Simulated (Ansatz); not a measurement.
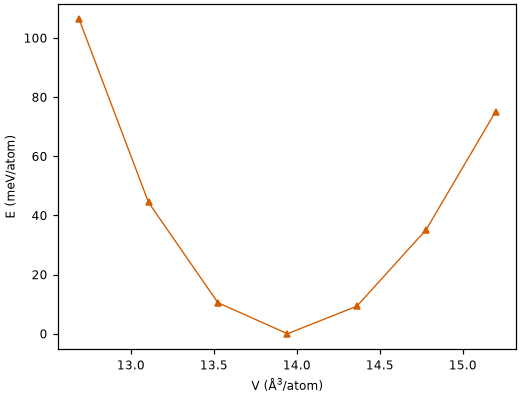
*TiRh3 (Cu3Au type, space group No. 221) under volume change, r²SCAN in the plane-wave PAW code Ansatz, scaled uniformly.*

Question: What does a third-order Birch–Murnaghan fit give for V₀, B₀ and B′?

Answer: V₀ = 13.94 Å³/atom, B₀ = 251 GPa, B′ = 4.8.

Space group Pm-3m (Cu3Au type). The workflow started from an entry of the Crystallography Open Database (COD). Whether it is the stable phase at ambient conditions was not checked. The cell was relaxed with r²SCAN under the symmetry of its start; its stability against distortions is not shown here. No spin polarisation was allowed.

Potentials: the later of the program's two PAW sets.
